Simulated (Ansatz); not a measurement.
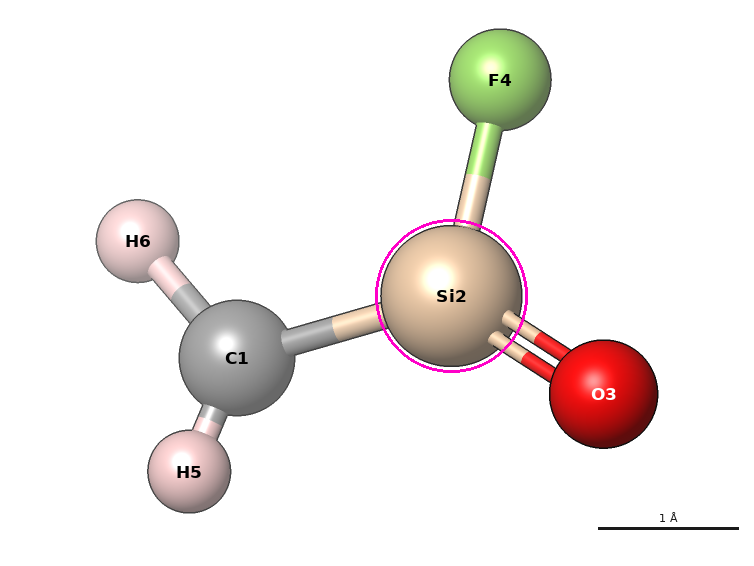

(Drawn from a calculation with Ansatz.)

Orthographic view. Depth is shown by fading: the farther an atom, the more it takes the colour of the background. The species has charge −1 and is a spin singlet. Geometry: moved along internal coordinates away from the minimum.

Name the neighbours of the circled atom.

The circled atom is Si2; it is bonded to C1, O3, F4.

Which atom is farthest from the viewer?

H6, 1.0 Å behind the mean position.

Which two atoms are farthest apart in space?

O3 and H6, 4.12 Å.

Which atom is nearest the viewer?

O3, 1.2 Å in front of the mean position.
